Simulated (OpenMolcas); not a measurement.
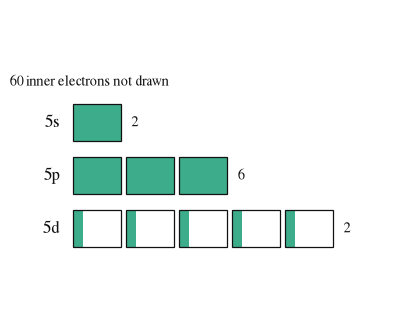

**Figure 1.** The outer shells of the leading configuration of the lowest level: a box for each of the 2l + 1 orbitals, shaded by the share of the shell that is filled, with the electron count at the right.

**Multiconfigurational calculation, with input and output: Hf²⁺**

System: Hf²⁺.
Method: state-averaged SS-CASPT2, IPEA shift 0.25, imaginary shift 0.1 hartree, closed shells 5s 5p correlated, active space 2 electrons in the shell 5d, basis ANO-R2, X2C scalar Hamiltonian, spin-orbit coupling by RASSI with atomic mean-field integrals (OpenMolcas).

**Summary**

```tsv
quantity	value
outcome	converged; degenerate states are split by up to 386 cm⁻¹
lowest level	5d² ³F₂
first excited level	5d² ³F₃, 3,659 cm⁻¹
energy of the lowest spin-free term	−15073.04478 hartree
energy of the lowest spin-orbit level	−15073.06562 hartree
CASPT2 correlation energy	−0.1636 hartree
largest spread among components of a term	385.5 cm⁻¹
lowest reference weight	0.918
hardware	1 CPU thread, shared host
wall time	10 s
```

**Notes**

The components of ¹G, which symmetry makes degenerate, are split by 386 cm⁻¹ in CASPT2, and those of 1 more by over 50 cm⁻¹. This is an artefact; the levels of such states rest on averages and are uncertain by about as much. The run is of multi-state type; this report uses its single-state energies. To bear in mind: only configurations of the active space are included.

**The input**
```
&GATEWAY
Coord
1

Hf 0.0 0.0 0.0
Basis=ANO-R2
Group=XYZ
NoMove
AngMom=0.0 0.0 0.0
AMFI
&SEWARD
&RASSCF
FileOrb=start.orb
Symmetry=1
Spin=3
nActEl=2 0 0
Inactive=15 19
Ras2=5 0
CIRoot=10 10 1
SDav=10
CIMx=300
Iter=120 100
PrWF=0.3
OrbListing=Nothing
MaxOrb=0
Atom
>>> COPY $Project.JobIph JOB001
&RASSCF
FileOrb=start.orb
Symmetry=1
Spin=1
nActEl=2 0 0
Inactive=15 19
Ras2=5 0
CIRoot=15 15 1
SDav=15
CIMx=300
Iter=120 100
PrWF=0.3
OrbListing=Nothing
MaxOrb=0
Atom
>>> COPY $Project.JobIph JOB002
&RASSI
NrOfJobIphs=2 10 15
1 2 3 4 5 6 7 8 9 10
1 2 3 4 5 6 7 8 9 10 11 12 13 14 15
IphNames
JOB001
JOB002
EJob
SpinOrbit
DIPRint=1.0
SOCoupling=1000.0
Subsets=2
MEES
Property=10
'ANGMOM' 1 'ANGMOM' 2 'ANGMOM' 3 'MLTPL  1' 1 'MLTPL  1' 2 'MLTPL  1' 3
'AMFI' 1 'AMFI' 2 'AMFI' 3 'MLTPL  2' 6
SOProperty=3
'ANGMOM' 1 'ANGMOM' 2 'ANGMOM' 3
>>> COPY JOB001 $Project.JobIph
&CASPT2
Multistate=10 1 2 3 4 5 6 7 8 9 10
Frozen=14 16
IPEA=0.25
Imaginary=0.1
MaxIter=60
WThr=0.0 0.3 0.05
PrWF=0.5
NoMix
>>> COPY JOB002 $Project.JobIph
&CASPT2
Multistate=15 1 2 3 4 5 6 7 8 9 10 11 12 13 14 15
Frozen=14 16
IPEA=0.25
Imaginary=0.1
MaxIter=60
WThr=0.0 0.3 0.05
PrWF=0.5
NoMix
```

The file start.orb holds starting orbitals from an earlier step. A driver script formed the levels outside the program, from RASSI's spin-orbit matrix and the CASPT2 energies (for multi-state variants, the effective Hamiltonian), averaged over the components of each term or state. The log and the time are those of the CASPT2 step.

Launched with:
```bash
OMP_NUM_THREADS=1 MOLCAS_MEM=1689 MOLCAS_PROJECT=a pymolcas a.inp > a.log  # once for each step of the input, in one work folder
```

**Log (extracts)**
```
--- CASPT2 ---
Orbital specifications:
      -----------------------

      Symmetry species                           1   2
                                                ag  au
      Frozen orbitals                           14  16
      Inactive orbitals                          1   3
      Active orbitals                            5   0
      Secondary orbitals                        22  20
      Deleted orbitals                           0   0
      Number of basis functions                 42  39
Type of calculation                        MS-CASPT2
      Fock operator                              state-specific
      IPEA shift                                 0.25
      Real shift                                 0.00
      Imaginary shift                            0.10
      The input orbitals will be transformed to quasi-canonical
Reference energy:      -15072.8812114854
      E2 (Non-variational):      -0.1634934195
      Shift correction:          -0.0001104061
      E2 (Variational):          -0.1636038256
      Total energy:          -15073.0448153110
      Residual norm:              0.0000001617
      Reference weight:           0.96369
      Contributions to the CASPT2 correlation energy
      Active & Virtual Only:         -0.0040249268
      One Inactive Excited:          -0.0516646168
      Two Inactive Excited:          -0.1078038759
Reference energy:      -15072.8812114854
      E2 (Non-variational):      -0.1631469746
      Shift correction:          -0.0001079425
      E2 (Variational):          -0.1632549171
      Total energy:          -15073.0444664025
      Residual norm:              0.0000001308
      Reference weight:           0.96395
      Contributions to the CASPT2 correlation energy
      Active & Virtual Only:         -0.0039402211
      One Inactive Excited:          -0.0514790067
      Two Inactive Excited:          -0.1077277468
::    CASPT2 Root  1     Total energy: -15073.04481531
::    CASPT2 Root  2     Total energy: -15073.04446640
::    CASPT2 Root  3     Total energy: -15073.04526885
::    CASPT2 Root  4     Total energy: -15073.04486225
::    CASPT2 Root  5     Total energy: -15073.04466065
::    CASPT2 Root  6     Total energy: -15073.04416256
::    CASPT2 Root  7     Total energy: -15073.04525801
::    CASPT2 Root  8     Total energy: -15073.00771183
::    CASPT2 Root  9     Total energy: -15073.00771183
::    CASPT2 Root 10     Total energy: -15073.00771185
::    MS-CASPT2 Root  1     Total energy: -15073.04556535
::    MS-CASPT2 Root  2     Total energy: -15073.04532617
::    MS-CASPT2 Root  3     Total energy: -15073.04526752
::    MS-CASPT2 Root  4     Total energy: -15073.04480046
::    MS-CASPT2 Root  5     Total energy: -15073.04439394
::    MS-CASPT2 Root  6     Total energy: -15073.04427375
::    MS-CASPT2 Root  7     Total energy: -15073.04389030
::    MS-CASPT2 Root  8     Total energy: -15073.00770881
::    MS-CASPT2 Root  9     Total energy: -15073.00770310
::    MS-CASPT2 Root 10     Total energy: -15073.00770015
--- CASPT2 ---
Orbital specifications:
      -----------------------

      Symmetry species                           1   2
                                                ag  au
      Frozen orbitals                           14  16
      Inactive orbitals                          1   3
      Active orbitals                            5   0
      Secondary orbitals                        22  20
      Deleted orbitals                           0   0
      Number of basis functions                 42  39
Type of calculation                        MS-CASPT2
      Fock operator                              state-specific
      IPEA shift                                 0.25
      Real shift                                 0.00
      Imaginary shift                            0.10
      The input orbitals will be transformed to quasi-canonical
Reference energy:      -15072.8450365098
      E2 (Non-variational):      -0.1765437437
      Shift correction:          -0.0033538044
      E2 (Variational):          -0.1798975481
      Total energy:          -15073.0249340579
      Residual norm:              0.0000001343
      Reference weight:           0.94706
      Contributions to the CASPT2 correlation energy
      Active & Virtual Only:         -0.0160296383
      One Inactive Excited:          -0.0498174028
      Two Inactive Excited:          -0.1106967027
Reference energy:      -15072.8450365098
      E2 (Non-variational):      -0.1765388592
      Shift correction:          -0.0033546737
      E2 (Variational):          -0.1798935329
      Total energy:          -15073.0249300427
      Residual norm:              0.0000001409
      Reference weight:           0.94706
      Contributions to the CASPT2 correlation energy
      Active & Virtual Only:         -0.0160302925
      One Inactive Excited:          -0.0498209834
      Two Inactive Excited:          -0.1106875832
::    CASPT2 Root  1     Total energy: -15073.02493406
::    CASPT2 Root  2     Total energy: -15073.02493004
::    CASPT2 Root  3     Total energy: -15073.02493204
::    CASPT2 Root  4     Total energy: -15073.02490829
::    CASPT2 Root  5     Total energy: -15073.02492493
::    CASPT2 Root  6     Total energy: -15072.99787585
::    CASPT2 Root  7     Total energy: -15072.99721396
::    CASPT2 Root  8     Total energy: -15072.99641723
::    CASPT2 Root  9     Total energy: -15072.99666551
::    CASPT2 Root 10     Total energy: -15072.99769055
::    CASPT2 Root 11     Total energy: -15072.99735540
::    CASPT2 Root 12     Total energy: -15072.99676777
::    CASPT2 Root 13     Total energy: -15072.99697653
::    CASPT2 Root 14     Total energy: -15072.99817378
::    CASPT2 Root 15     Total energy: -15072.94813904
::    MS-CASPT2 Root  1     Total energy: -15073.02497046
::    MS-CASPT2 Root  2     Total energy: -15073.02494361
::    MS-CASPT2 Root  3     Total energy: -15073.02493582
::    MS-CASPT2 Root  4     Total energy: -15073.02492199
::    MS-CASPT2 Root  5     Total energy: -15073.02490624
::    MS-CASPT2 Root  6     Total energy: -15072.99839046
::    MS-CASPT2 Root  7     Total energy: -15072.99809520
::    MS-CASPT2 Root  8     Total energy: -15072.99779780
::    MS-CASPT2 Root  9     Total energy: -15072.99734162
::    MS-CASPT2 Root 10     Total energy: -15072.99720154
::    MS-CASPT2 Root 11     Total energy: -15072.99711451
::    MS-CASPT2 Root 12     Total energy: -15072.99681863
::    MS-CASPT2 Root 13     Total energy: -15072.99643571
::    MS-CASPT2 Root 14     Total energy: -15072.99589612
::    MS-CASPT2 Root 15     Total energy: -15072.94813528
```

**Spin-orbit levels, grouped by J and assigned**

| Configuration | Level | E (cm⁻¹) | LS purity (%) | Landé g |
| --- | --- | --- | --- | --- |
| 5d² | ³F₂ | 0 | 90 | 0.702 |
| 5d² | ³F₃ | 3,659 | 100 | 1.084 |
| 5d² | ³F₄ | 6,916 | 95 | 1.239 |
| 5d² | ¹D₂ | 8,593 | 71 | 1.064 |
| 5d² | ³P₀ | 9,681 | 93 | – |
| 5d² | ³P₁ | 11,800 | 100 | 1.501 |
| 5d² | ³P₂ | 14,880 | 81 | 1.401 |
| 5d² | ¹G₄ | 15,410 | 95 | 1.012 |
| 5d² | ¹S₀ | 26,990 | 93 | – |

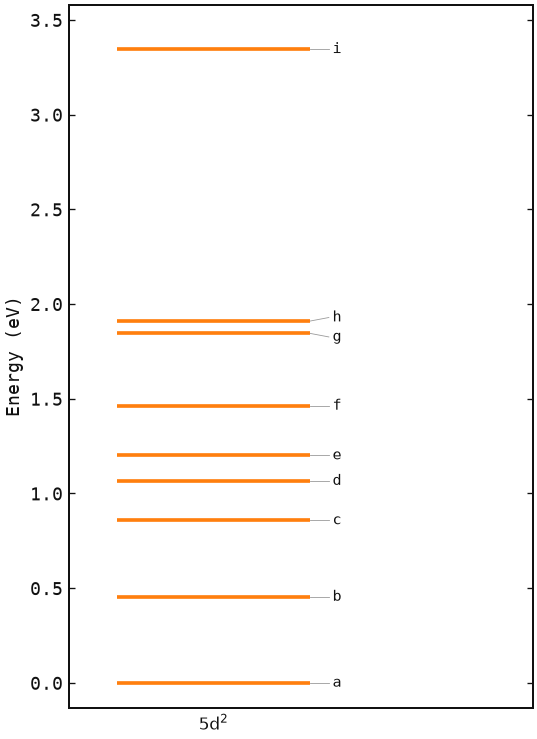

**Figure 2.** The lowest computed levels of Hf²⁺, 9 of them lettered. a: 5d² ³F₂ at 0; b: 5d² ³F₃ at 0.454 eV; c: 5d² ³F₄ at 0.858 eV; d: 5d² ¹D₂ at 1.07 eV; e: 5d² ³P₀ at 1.20 eV; f: 5d² ³P₁ at 1.46 eV; g: 5d² ³P₂ at 1.84 eV; h: 5d² ¹G₄ at 1.91 eV; i: 5d² ¹S₀ at 3.35 eV.

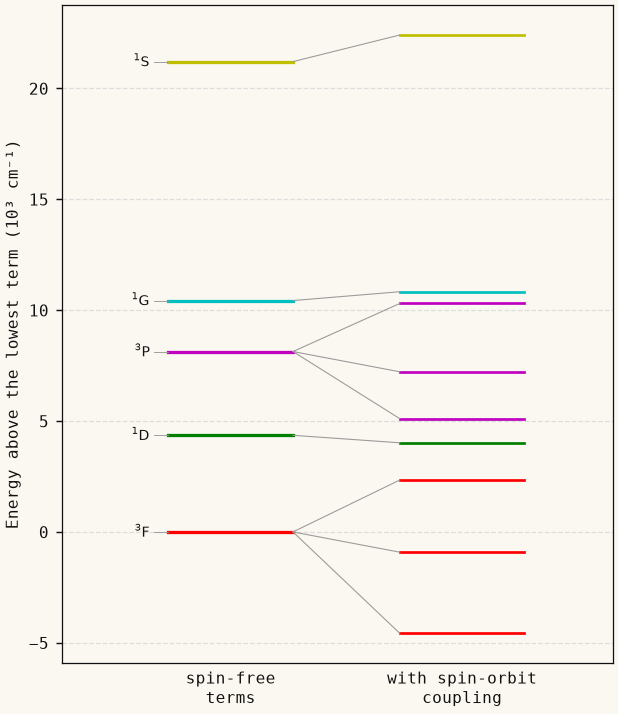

**Figure 3.** Terms of Hf²⁺ without and with spin-orbit coupling; the J values are left off. ³F (at 0) splits over 6,920 cm⁻¹ into J = 2, 3, 4 from the bottom up (normal); ¹D (at 4,360 cm⁻¹) gives the one level J = 2; ³P (at 8,140 cm⁻¹) splits over 5,200 cm⁻¹ into J = 0, 1, 2 from the bottom up (normal); ¹G (at 10,400 cm⁻¹) gives the one level J = 4; ¹S (at 21,200 cm⁻¹) gives the one level J = 0. The ground level lies 4,570 cm⁻¹ below the lowest term.
